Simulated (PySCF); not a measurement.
# Energy and gradient calculation of GeH₂

- system: GeH₂, SMILES [GeH2]
- method: HF/cc-pVDZ, RHF, SS(V)PE solvent ethanol (PySCF 2.14.0)

The geometry comes from this level: PBE0-D4/def2-TZVP. Figures and captions count atoms from 1; the log counts them from 0 in places.

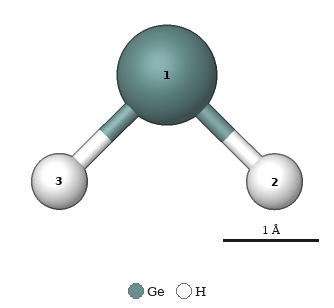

*The structure (ball-and-stick view, seen on its broad side; atoms are numbered from 1 in the order of the input). Sticks mark near contacts.*

Bond lengths as drawn: Ge–H 1.59 Å.

**Summary**

| quantity | value |
| --- | --- |
| outcome | converged |
| total energy | −2076.447090 hartree |
| solvation energy | −0.003279 hartree |
| basis functions | 39 |
| largest force | 0.342 eV/Å |
| HOMO | −9.17 eV |
| LUMO | 0.44 eV |
| dipole moment | 0.09 D |
| hardware | 1 thread of Arm Neoverse V1, 24 GiB of memory available, shared host |
| wall time | 2.5 s |
| peak memory | 0.19 GiB |

Settings chosen away from the usual ones: tied set to false; conv set to 1e-05; solver set to ADIIS (from DIIS); basis set to cc-pVDZ (from STO-6G).

**The input (input.py)**
```python
from pyscf import gto, scf, solvent

mol = gto.M(
    atom=[
    ('Ge', (-0.570100, 0.405100, -0.263700)),
    ('H', (0.783000, 0.743600, 0.509000)),
    ('H', (-0.212900, -1.148700, -0.245300)),
],
    max_memory=1860,
    verbose=4,
    cart=True,
    basis='cc-pvdz',
    spin=0,
)

mf = mol.RHF()
mf = mf.density_fit(auxbasis='def2-universal-jkfit')
mf = mf.PCM()
mf.with_solvent.method = 'SS(V)PE'
mf.with_solvent.eps = 24.852  # ethanol
mf.conv_tol = 1e-05
mf.DIIS = scf.ADIIS
mf.kernel()

etot = mf.e_tot
print(f'total energy: {etot:.8f} hartree')
grad = mf.nuc_grad_method().kernel()
```

Launched with:
```bash
OMP_NUM_THREADS=1 python input.py
```

**Log**
```
PySCF version 2.14.0

[INPUT] num. atoms = 3
[INPUT] num. electrons = 34
[INPUT] charge = 0
[INPUT] spin (= nelec alpha-beta = 2S) = 0
[INPUT] symmetry False subgroup None
[INPUT] Mole.unit = angstrom
[INPUT] Cartesian GTO integrals (6d 10f)
[INPUT] Symbol           X                Y                Z      unit          X                Y                Z       unit  Magmom
[INPUT]  1 Ge    -0.570100000000   0.405100000000  -0.263700000000 AA   -1.077332863615   0.765528053061  -0.498320779048 Bohr   0.0
[INPUT]  2 H      0.783000000000   0.743600000000   0.509000000000 AA    1.479655555534   1.405200346227   0.961870597404 Bohr   0.0
[INPUT]  3 H     -0.212900000000  -1.148700000000  -0.245300000000 AA   -0.402322691920  -2.170728399288  -0.463549818356 Bohr   0.0

nuclear repulsion = 21.4737020382246
number of shells = 12
number of NR pGTOs = 97
number of NR cGTOs = 39
basis = cc-pvdz
ecp = {}

******** <class 'pyscf.solvent._attach_solvent.PCMDFRHF'> ********
method = PCMDFRHF
initial guess = minao
damping factor = 0
level_shift factor = 0
DIIS = <class 'pyscf.scf.diis.ADIIS'>
diis_start_cycle = 1
diis_space = 8
diis_damp = 0
SCF conv_tol = 1e-05
SCF conv_tol_grad = None
SCF max_cycles = 50
direct_scf = False
******** <class 'pyscf.solvent.pcm.PCM'> (In testing) ********

WARN: PCM is an experimental feature. It is still in testing.
Features and APIs may be changed in the future.

lebedev_order = 29 (302 grids per sphere)
eps = 24.852
frozen = False
Set gradient conv threshold to 0.00316228
Initial guess from minao.
******** <class 'pyscf.df.df.DF'> ********
auxbasis = def2-universal-jkfit
PCM E_diel = -0.00015890425763859
Solvent Energy = -0.00015890425763859
init E= -2075.51724050286
  HOMO = -0.210174885893014  LUMO = -0.0617004090066118  gap/eV = 4.04020
PCM E_diel = -0.00388889744533738
Solvent Energy = -0.00388889744533738
cycle= 1 E= -2076.43772268411  delta_E= -0.92  |g|= 0.136  |ddm|= 1.44
  HOMO = -0.346935254817929  LUMO = 0.00324136107131778  gap/eV = 9.52879
PCM E_diel = -0.00322393643586828
Solvent Energy = -0.00322393643586828
cycle= 2 E= -2076.44630320261  delta_E= -0.00858  |g|= 0.0382  |ddm|= 0.251
  HOMO = -0.336154854134513  LUMO = 0.0162151298585265  gap/eV = 9.58848
PCM E_diel = -0.00327673588682858
Solvent Energy = -0.00327673588682858
cycle= 3 E= -2076.4469812323  delta_E= -0.000678  |g|= 0.0112  |ddm|= 0.0719
  HOMO = -0.337405498140829  LUMO = 0.0156090685917576  gap/eV = 9.60602
PCM E_diel = -0.00327266514625709
Solvent Energy = -0.00327266514625709
cycle= 4 E= -2076.44707048225  delta_E= -8.92e-05  |g|= 0.00403  |ddm|= 0.0275
  HOMO = -0.33710745697136  LUMO = 0.0160036337291523  gap/eV = 9.60864
PCM E_diel = -0.00327818957656621
Solvent Energy = -0.00327818957656621
cycle= 5 E= -2076.44708600641  delta_E= -1.55e-05  |g|= 0.0017  |ddm|= 0.0125
  HOMO = -0.337171854648471  LUMO = 0.0159746168584256  gap/eV = 9.60960
PCM E_diel = -0.00327855551444214
Solvent Energy = -0.00327855551444214
cycle= 6 E= -2076.44708916432  delta_E= -3.16e-06  |g|= 0.000775  |ddm|= 0.00577
  HOMO = -0.337152142901072  LUMO = 0.0159973893795176  gap/eV = 9.60969
```

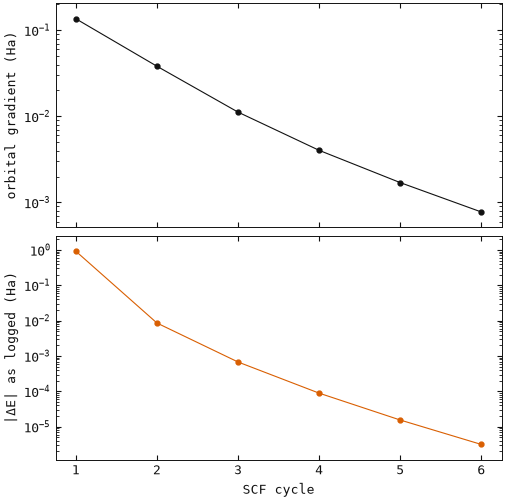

*Convergence of the self-consistent field: orbital gradient and size of the energy change against the SCF cycle.*

The residual falls at every step.

```
PCM E_diel = -0.00327878911772172
Solvent Energy = -0.00327878911772172
Extra cycle  E= -2076.44708985891  delta_E= -6.95e-07  |g|= 0.000367  |ddm|= 0.00278
converged SCF energy = -2076.44708985891
total energy: -2076.44708986 hartree

******** <class 'pyscf.solvent.grad.pcm.PCMGradients'> for <class 'pyscf.solvent._attach_solvent.PCMDFRHF'> ********
unit = Eh/Bohr
--------------- PCMDFRHF (+PCM) gradients ---------------
         x                y                z
0 Ge    -0.0050897139     0.0035918416    -0.0023562326
1 H     0.0024759010    -0.0019625122     0.0011177413
2 H     0.0026134217    -0.0016290922     0.0012382594
----------------------------------------------
```

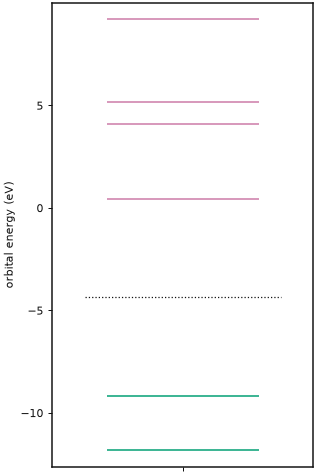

*Orbital energies near the frontier; the dotted line parts filled from empty levels, and levels within 0.02 eV of each other stand side by side.*

Highest filled −9.17 eV, lowest empty 0.44 eV, 9.61 eV apart.
